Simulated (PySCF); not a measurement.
CO (charge −1, doublet)

```xyz
2

C     0.0000    0.0000   -0.6868
O     0.0000    0.0000    0.5152
```

The calculation used PBE0/def2-TZVPPD, non-relativistic Hamiltonian with scalar-relativistic core potentials where named, at a bond length of 1.202 Å in PySCF 2.14.0.

### Predict the electron density, electron localisation function and spin density between the atoms.

C–O (1.20 Å): the density is about 3.5 e/Å³ at the midpoint; the ELF peaks at about 0.90 between the atoms: a short, multiple covalent bond.
The unpaired spin (1 electron) lies mostly on C1 (about 0.7) and O2 (about 0.3), in electrons by Hirshfeld's partition.

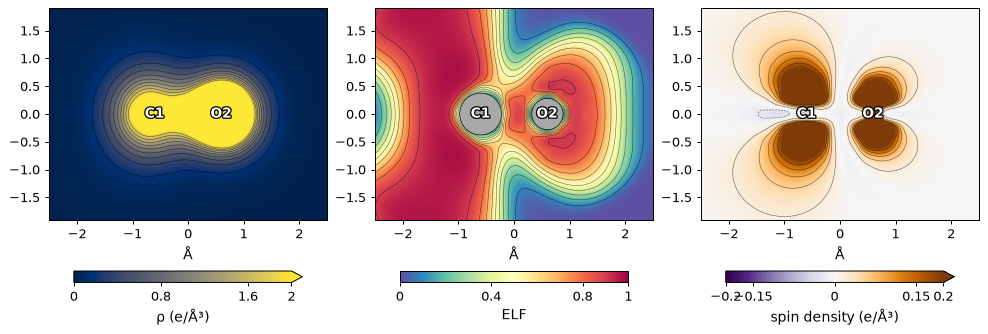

Computed electron density, electron localisation function and spin density on a plane that holds the molecular axis, in this order. Grey discs cover the atomic cores in the ELF map. 
